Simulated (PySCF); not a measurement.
**Run report: SiH$_{2}$, frequency calculation**

The run: frequency calculation of SiH$_{2}$, multiplicity 3. Method and program: UKS-based PBE0, Si def2-TZVP, H def2-TZVP; non-relativistic Hamiltonian; density fitting (PySCF 2.14.0).

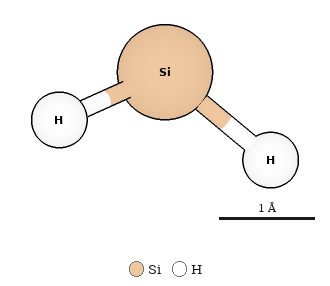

*The structure (ball-and-stick view, seen at a tilt).*

**The input**
```python
from pyscf import gto, scf, dft
mol = gto.M(atom='''
Si     0.000000     0.000000    -0.050553
H      1.278431     0.000000     0.707176
H     -1.278431     0.000000     0.707176''',
    basis={'Si': 'def2-TZVP', 'H': 'def2-TZVP'},
    charge=0, spin=2)
mf = dft.UKS(mol, xc='PBE0')
mf.grids.atom_grid = (75, 302)
aux = {'Si': 'def2-universal-JKFIT', 'H': 'def2-universal-JKFIT'}
mf = mf.density_fit(auxbasis=aux)
mf.conv_tol = 1e-09
mf.diis_space = 10
mf.max_cycle = 60
mf.verbose = 4
mf.kernel()
```

The script is an equivalent of the set-up of the self-consistent field. The run itself was carried out by a driver, which started from the orbitals of the step before it where there was one and computed the further properties.

Run as:
```bash
OMP_NUM_THREADS=2 python axn.py task.json out
```

**What the program printed**
```
init E= -290.462220464448
  alpha nocc = 9  HOMO = -0.211639394361024  LUMO = 0.0519568292514467
  beta  nocc = 7  HOMO = -0.37007640836188  LUMO = -0.118063821891287
  HOMO = -0.211639394361  LUMO = -0.118063821891  gap/eV = 2.54632
cycle= 1 E= -290.462220464448  delta_E= 5.68e-14  |g|= 2.75e-07  |ddm|= 7.66e-07
  alpha nocc = 9  HOMO = -0.211639483463079  LUMO = 0.0519568104668622
  beta  nocc = 7  HOMO = -0.370076446805077  LUMO = -0.118063920585952
  HOMO = -0.211639483463  LUMO = -0.118063920586  gap/eV = 2.54632
Extra cycle  E= -290.462220464448  delta_E= -5.12e-13  |g|= 1.71e-07  |ddm|= 4.67e-07
converged SCF energy = -290.462220464448  <S^2> = 2.0032677  2S+1 = 3.0021777
```

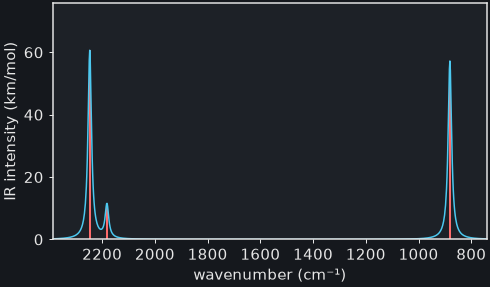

*Harmonic infrared spectrum, unscaled: sticks (degenerate modes added up, dark ones marked on the axis) with a Lorentzian envelope of 16 cm⁻¹ full width, scaled to the tallest stick.*

3 modes from 881 to 2247 cm⁻¹, none imaginary. The strongest line is at 2247 cm⁻¹ (61 km/mol). All modes, in cm⁻¹ (km/mol): 881 (57), 2182 (10.8), 2247 (61).

**Summary**

```tsv
quantity	value
outcome	converged
total energy	−290.462220 hartree
⟨S²⟩	2.003
zero-point energy	0.012098 hartree
dipole moment	0.04 D
wavenumbers, lowest and highest	881 and 2247 cm⁻¹
hardware	2 threads of Arm Neoverse N1, 98 GiB of memory available, shared host
wall time	14 s (CPU time 20 s)
peak memory	0.54 GiB
```
